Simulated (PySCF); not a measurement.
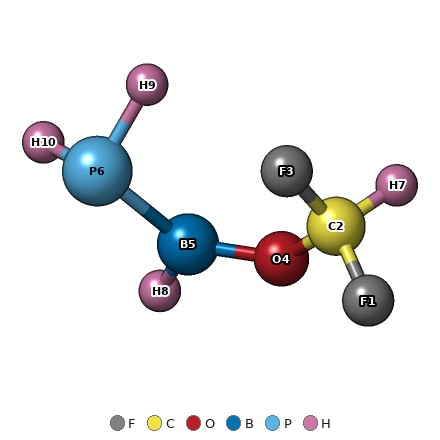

CH₄BF₂OP, SMILES FC(F)OBP. Vertical core-electron binding energies by ΔSCF (PBE0, pcX-2 on the ionised atom, pcseg-1 elsewhere, spin-free X2C; PySCF 2.14.0, at a PBE0-D3(BJ)/def2-SVP geometry (no frequency check)), gas phase, against the vacuum level. One atom of each kind was ionised; within a panel, areas follow the number of like atoms and 2j + 1 (2p levels are split by first-order spin-orbit coupling, an approximation), each panel is scaled alone, Gaussians of 1.0 eV full width. Only the regions named are shown. Lines closer than the width merge in the curve.

Q: Predict the P 2p and B 1s photoelectron lines.

A:
| level | atoms | binding energy (eV) |
| --- | --- | --- |
| P 2p1/2 | P6 | 137.0 |
| P 2p3/2 | P6 | 136.1 |
| B 1s | B5 | 196.8 |

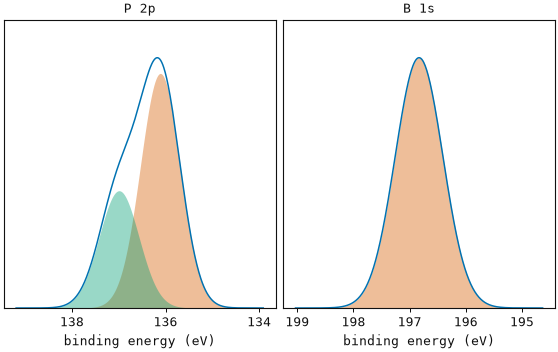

Caveats: one conformer of a flexible molecule.
